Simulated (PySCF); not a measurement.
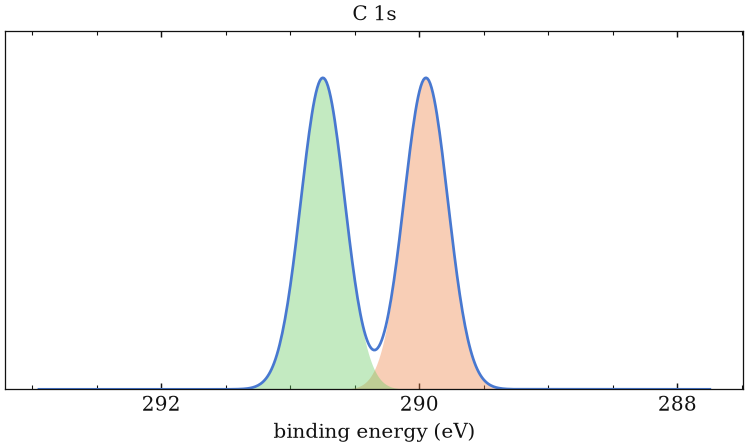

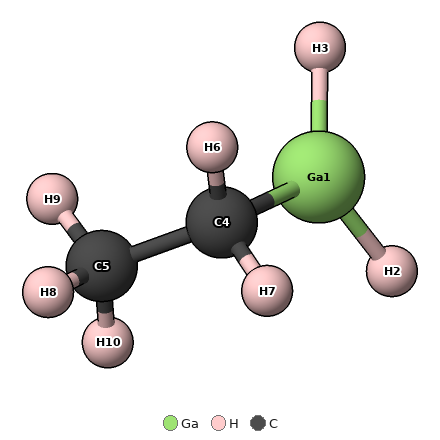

Simulated XPS of C₂H₇Ga, SMILES [H][Ga]([H])[CH2]C, singlet. Vertical core-electron binding energies by ΔSCF (SCAN, pcX-2 on the ionised atom (unc-x2c-TZVPall on a metal), pcseg-1 elsewhere, spin-free X2C; PySCF, at a PBE0-D3(BJ)/def2-SVP geometry (no frequency check)), gas phase, against the vacuum level. One atom of each kind was ionised; within a panel, areas follow the number of like atoms, Gaussians of 0.4 eV full width. Only the regions named are shown.

**Which atoms give which peak?**

```tsv
level	atoms	binding energy (eV)
C 1s	C5	290.7
C 1s	C4	289.9
```

**How large is the chemical shift across the C 1s region?**

0.8 eV, from C4 at 289.9 eV to C5 at 290.7 eV.
